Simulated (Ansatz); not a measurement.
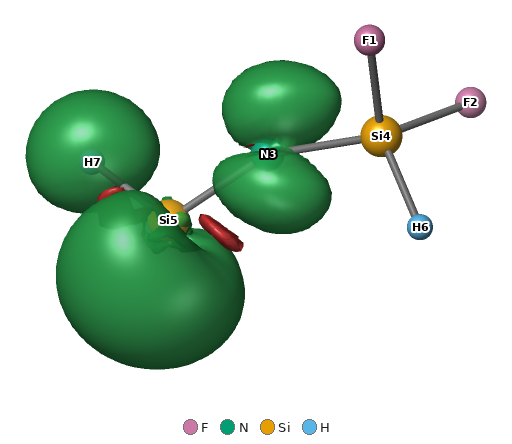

F2H2NSi2 (SMILES F[SiH](F)N=[SiH]) (doublet). Isosurfaces of the spin density (α minus β) at +0.02 (green) and −0.02 e/Å³ (red), seen at a tilt.

Geometry: PBE0-D3(BJ)/def2-SVP.

The calculation used isolated molecule in a Gaussian basis; Kohn-Sham density functional theory, functional PBE0 in Ansatz.

| atom | x (Å) | y (Å) | z (Å) |
| --- | --- | --- | --- |
| F | 2.2352 | 1.9835 | 2.0736 |
| F | 2.0088 | -0.4795 | 1.3453 |
| N | 1.3560 | 1.4534 | -0.4242 |
| Si | 1.3293 | 0.9756 | 1.1997 |
| Si | 0.6967 | 1.9175 | -1.8020 |
| H | -0.0096 | 0.9153 | 1.8201 |
| H | 1.6789 | 2.1698 | -2.9411 |

**Where is the unpaired spin?**

The unpaired spin (1 electron) lies mostly on Si5 (about 0.6), N3 (about 0.2) and H7 (about 0.2), in electrons by Hirshfeld's partition.
